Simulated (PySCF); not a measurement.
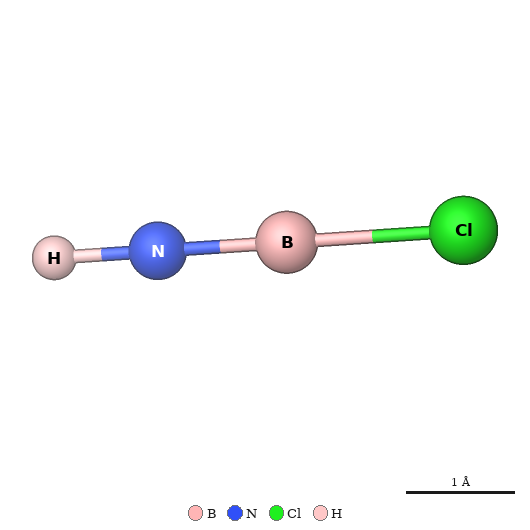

Depth is shown by fading: the farther an atom, the more it takes the colour of the background. Computed geometry: PBE0-D4/def2-TZVP optimisation. No frequency run is at hand to confirm it as a minimum. Masses are those of the most abundant isotopes; constants are for the rigid equilibrium geometry.

Question: What kind of rotor is it, and what are its rotational constants in MHz?

Answer: A linear rotor (C∞v) with B = 5025 MHz.
